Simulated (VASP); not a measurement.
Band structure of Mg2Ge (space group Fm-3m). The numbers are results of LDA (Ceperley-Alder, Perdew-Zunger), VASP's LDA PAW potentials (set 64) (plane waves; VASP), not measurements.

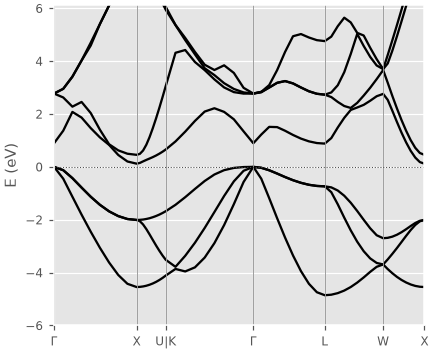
Figure: Bands along high-symmetry lines, zero at the valence-band maximum or, without a gap, the Fermi level

Question: Read the plot: is there a gap, and where are the band edges?

Answer: The gap is indirect, 0.12 eV, from the valence maximum at Γ to the conduction minimum at X.

The structure is a typed Mg2Ge crystal. The cell was not relaxed at this level.
